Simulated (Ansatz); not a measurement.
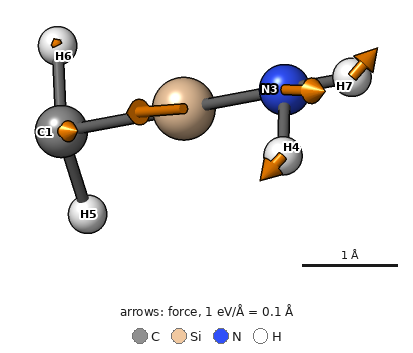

Starting geometry of CH4NSi (charge +1) with the computed forces as orange arrows. A ball-and-stick model, seen from a free direction.

It is one of the separated reactants of a reaction.

Method: RKS PBE-D4/def2-SVP in Ansatz.

Input file:
```yaml
crystal:
  periodic: [false, false, false]
  atoms:
    - {symbol: C, position_ang: [-0.959085, 0.617060, -0.401722]}
    - {symbol: Si, position_ang: [0.487639, -0.315409, 0.203491]}
    - {symbol: N, position_ang: [1.678951, -1.079687, 0.703516]}
    - {symbol: H, position_ang: [1.960433, -1.848715, 0.095434]}
    - {symbol: H, position_ang: [-0.640930, 1.214662, -1.261064]}
    - {symbol: H, position_ang: [-1.311370, 1.259176, 0.410938]}
    - {symbol: H, position_ang: [2.474371, -1.592338, 1.036304]}
basis:
  gaussian: {orbitals: def2-SVP}
total_charge: 1
hamiltonian: {xc: pbe, dispersion: d4}
relax: {f_tol: 0.03, max_steps: 250}
```

Launched with:
```bash
ansatz run in.yaml --threads 2 --pin off --events-out ev --progress --plain --max-ram 4352MiB
```

> What follows when this structure is relaxed?

It isn't relaxed: the largest force vector, on Si2, is 10.18 eV/Å. The final displacements have little in common with the starting forces (cosine between the two patterns 0.23). Over 9 accepted moves (10 points after the start) the energy falls by 3.074 eV. The largest force component goes from 7.5 to 0.019 eV/Å. The line search rejected the trial step at point 8 of the run. The atom that moves furthest after the best rigid fit is H4 (0.61 Å). Largest moves by element: H 0.61 Å, Si 0.59 Å, C 0.27 Å, N 0.24 Å. Among the contacts that change: Si2–N3 1.501 → 1.665 Å, C1–Si2 1.824 → 1.742 Å, N3–H7 1.003 → 1.029 Å, C1–H5 1.094 → 1.110 Å. Bond angles that change, for instance: Si2–N3–H7 179.9° → 123.2°, H4–N3–H7 66.0° → 113.6°, C1–Si2–N3 179.9° → 137.4°.
